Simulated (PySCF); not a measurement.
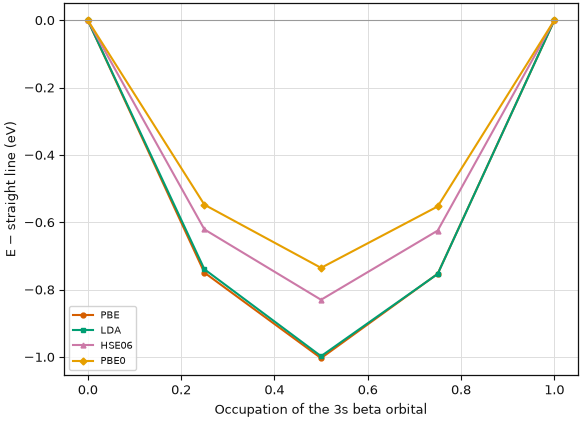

One 3s beta orbital of Al⁺ ([Ne] 3s²) is emptied in steps. The plot gives the energy less the straight line between the integer ends. PySCF, jorge-DZP-DKH, spin-free X2C-1e, unrestricted single determinants, no spin-orbit coupling.

Describe the curvature of each method.

Answer. PBE: convex (delocalisation error), largest departure −1.0 eV, removal energy 18.81 eV; LDA: convex (delocalisation error), largest departure −1.0 eV, removal energy 18.94 eV; HSE06: convex (delocalisation error), largest departure −0.83 eV, removal energy 18.70 eV; PBE0: convex (delocalisation error), largest departure −0.74 eV, removal energy 18.70 eV. The measured removal energy is 18.83 eV. The exact energy is a straight line between whole electron numbers.
